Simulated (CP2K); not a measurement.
# CHClFNSi (SMILES N#C[SiH](F)Cl): PM6

What is the energy change on altering one bond length of CHClFNSi at PM6? 

The calculation is run with CP2K 2026.2.

3 further runs of the same task are left out: 3 set aside as unsound or not needed.

## (1) The molecule

The species is CHClFNSi (6 atoms), meant as a singlet with charge 0. SMILES: `N#C[SiH](F)Cl`. The shape is that of a PBE0-D4/def2-TZVP optimisation.

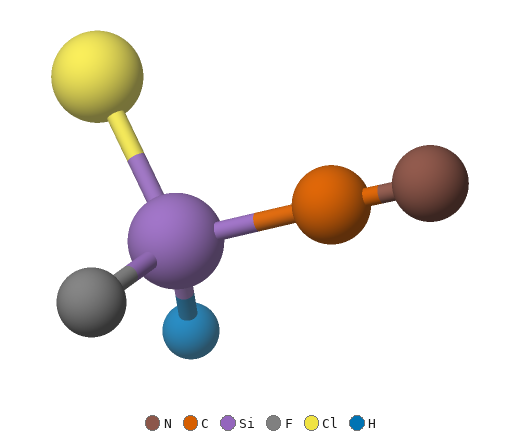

Viewed from a chosen angle; nitrogen brown, carbon orange, silicon purple, fluorine grey, chlorine yellow, hydrogen blue.

## (2) The energy at PM6

Input file gas.inp:

```
&GLOBAL
 PROJECT gas
 RUN_TYPE ENERGY
 PRINT_LEVEL MEDIUM
&END GLOBAL

&FORCE_EVAL
 METHOD QS
 &DFT
  # Quickstep
  &QS
   METHOD PM6
   EPS_DEFAULT 1.0E-10
   &SE
    &COULOMB
     CUTOFF [angstrom] 50
     RC_RANGE [angstrom] 0
    &END COULOMB
    &EXCHANGE
     CUTOFF [angstrom] 50
     RC_RANGE [angstrom] 0
    &END EXCHANGE
   &END SE
  &END QS
  # no periodic images
  &POISSON
   PERIODIC NONE
   POISSON_SOLVER ANALYTIC
  &END POISSON
  # self-consistent field
  &SCF
   SCF_GUESS ATOMIC
   EPS_SCF 1.0E-06
   MAX_SCF 80
   &DIAGONALIZATION
    ALGORITHM STANDARD
   &END DIAGONALIZATION
   &MIXING
    METHOD DIRECT_P_MIXING
    ALPHA 0.4
   &END MIXING
  &END SCF
  &PRINT
   &MOMENTS
    PERIODIC F
    REFERENCE COM
    MAX_MOMENT 1
   &END MOMENTS
   &MO ON
    ENERGIES T
    OCCUPATION_NUMBERS T
    NDIGITS 6
    &EACH
     QS_SCF 0
    &END EACH
    ADD_LAST NUMERIC
   &END MO
   &HIRSHFELD OFF
   &END HIRSHFELD
  &END PRINT
 &END DFT
 &SUBSYS
  # box in angstrom
  &CELL
   ABC 11.5 10.9 11.2
   PERIODIC NONE
  &END CELL
  &COORD
   UNIT bohr
   N     -3.7375003     0.5833585     2.6458055
   C     -1.9715513     0.3613156     1.3951848
   Si     0.7783782    -0.0026456    -0.6995766
   F      2.8207942     1.9842124     0.1842483
   Cl     2.1357685    -3.5381342    -0.2823251
   H      0.0536682     0.4909508    -3.3304533
  &END COORD
  &TOPOLOGY
   &CENTER_COORDINATES
   &END CENTER_COORDINATES
  &END TOPOLOGY
 &END SUBSYS
&END FORCE_EVAL
```

The run is started by

```
$ OMP_NUM_THREADS=1 cp2k.psmp -i gas.inp -o gas.out
```

The program printed:

```text
CP2K| version string:                                       CP2K version 2026.2
[...]
 GLOBAL| Method name                                                        CP2K
[...]
 GLOBAL| Run type                                                         ENERGY
[...]
                             - Atoms:                                          6
[...]
                             - Spherical basis functions:                     31
[...]
 Number of electrons:                                                         28
[...]
     1 P_Mix/Diag. 0.40E+00    0.0     0.95194765       -36.2892301034 -3.63E+01
[...]
    16 DIIS/Diag.  0.11E-06    0.0     0.00000032       -41.0494535494 -1.30E-11
  *** SCF run converged in    16 steps ***
  Core-core repulsion energy [eV]:                           1534.83758231761567
  Core Hamiltonian energy [eV]:                             -1821.84314293534931
  Two-electron integral energy [eV]:                        -1660.01375403488169
  Electronic energy [eV]:                                   -2651.85001995279026
  Total energy [eV]:                                        -1117.01243763517459
  Atomic reference energy [eV]:                              1112.24170898981333
  Heat of formation [kcal/mol]:                              -110.01562483588121
[...]
 SE_DIPOLE| Moment [Debye]         -1.31978329       0.49037797       2.23048218
 SE_DIPOLE| Derivative [a.u.]       0.00000000       0.00000000       0.00000000
 ENERGY| Total FORCE_EVAL ( QS ) energy [hartree]            -41.049453549421088
[...]
```

Run time: 0.28 s. Hardware: 1 thread of Arm Neoverse V1, shared host.

## (3) The distorted shape, same level

Input file molecule.inp:

```
&GLOBAL
  PROJECT_NAME molecule
  RUN_TYPE ENERGY
  PRINT_LEVEL MEDIUM
&END GLOBAL

&FORCE_EVAL
  METHOD Quickstep
  &DFT
    CHARGE 0
    MULTIPLICITY 1
    &QS
      METHOD PM6
      EPS_DEFAULT 1.0E-10
      &SE
        &COULOMB
          CUTOFF [angstrom] 50
          RC_RANGE [angstrom] 0
        &END COULOMB
        &EXCHANGE
          CUTOFF [angstrom] 50
          RC_RANGE [angstrom] 0
        &END EXCHANGE
      &END SE
    &END QS
    &POISSON
      PERIODIC NONE
      POISSON_SOLVER ANALYTIC
    &END POISSON
    # SCF settings
    &SCF
      SCF_GUESS ATOMIC
      EPS_SCF 1.0E-06
      MAX_SCF 80
      &DIAGONALIZATION
        ALGORITHM STANDARD
      &END DIAGONALIZATION
      &MIXING
        METHOD DIRECT_P_MIXING
        ALPHA 0.4
      &END MIXING
    &END SCF
    &PRINT
      &MOMENTS
        PERIODIC F
        REFERENCE COM
        MAX_MOMENT 1
      &END MOMENTS
      &MO ON
        ENERGIES T
        OCCUPATION_NUMBERS T
        NDIGITS 6
        &EACH
          QS_SCF 0
        &END EACH
        ADD_LAST NUMERIC
      &END MO
      &HIRSHFELD OFF
      &END HIRSHFELD
    &END PRINT
  &END DFT
  # atoms, cell and kinds
  &SUBSYS
    # vacuum box
    &CELL
      ABC [angstrom] 12 10.9 11.6
      PERIODIC NONE
    &END CELL
    &COORD
      UNIT bohr
      N     -4.7970830     0.7165860     3.3961874
      C     -1.9715513     0.3613156     1.3951848
      Si     0.7783782    -0.0026456    -0.6995766
      F      2.8207942     1.9842124     0.1842483
      Cl     2.1357685    -3.5381342    -0.2823251
      H      0.0536682     0.4909508    -3.3304533
    &END COORD
    &TOPOLOGY
      &CENTER_COORDINATES
      &END CENTER_COORDINATES
    &END TOPOLOGY
  &END SUBSYS
&END FORCE_EVAL
```

The run is started by

```
$ OMP_NUM_THREADS=1 cp2k.psmp molecule.inp > molecule.out
```

The program printed:

```text
CP2K| version string:                                       CP2K version 2026.2
[...]
 GLOBAL| Method name                                                        CP2K
[...]
 GLOBAL| Run type                                                         ENERGY
[...]
                             - Atoms:                                          6
[...]
                             - Spherical basis functions:                     31
[...]
 Number of electrons:                                                         28
[...]
     1 P_Mix/Diag. 0.40E+00    0.0     0.86801658       -36.7285175552 -3.67E+01
[...]
    36 DIIS/Diag.  0.24E-06    0.0     0.00000037       -40.6717051188 -2.92E-12
  *** SCF run converged in    36 steps ***
  Core-core repulsion energy [eV]:                           1430.37008862478137
  Core Hamiltonian energy [eV]:                             -1804.22769309709770
  Two-electron integral energy [eV]:                        -1465.75155123247600
  Electronic energy [eV]:                                   -2537.10346871333559
  Total energy [eV]:                                        -1106.73338008855421
  Atomic reference energy [eV]:                              1112.24170898981333
  Heat of formation [kcal/mol]:                               127.02509216548870
[...]
 SE_DIPOLE| Moment [Debye]         -2.13746848       0.59356069       2.73784106
 SE_DIPOLE| Derivative [a.u.]       0.00000000       0.00000000       0.00000000
 ENERGY| Total FORCE_EVAL ( QS ) energy [hartree]            -40.671705118808156
[...]
```

Run time: 0.32 s. Hardware: 1 thread of Arm Neoverse V1, shared host.

## (4) What came out

Level: PM6.

| quantity | value |
| --- | --- |
| first shape: total energy | -41.04945 Eh |
| first shape: dipole moment | 2.64 D |
| first shape: HOMO energy | -11.68 eV |
| first shape: heat of formation | -110.0 kcal/mol |
| distorted shape: total energy | -40.67171 Eh |
| distorted shape: dipole moment | 3.52 D |
| distorted shape: HOMO energy | -9.55 eV |
| distorted shape: heat of formation | 127.0 kcal/mol |
| energy change with the N1–C2 bond stretched from 1.151 to 1.842 Å | 10.279 eV |

**Reading.** With the N1–C2 bond stretched from 1.151 to 1.842 Å the energy rises by 10.28 eV (237 kcal/mol). The first shape isn't relaxed at this level, so the change isn't measured from a minimum. A restricted reference can't describe the breaking bond well at this length.
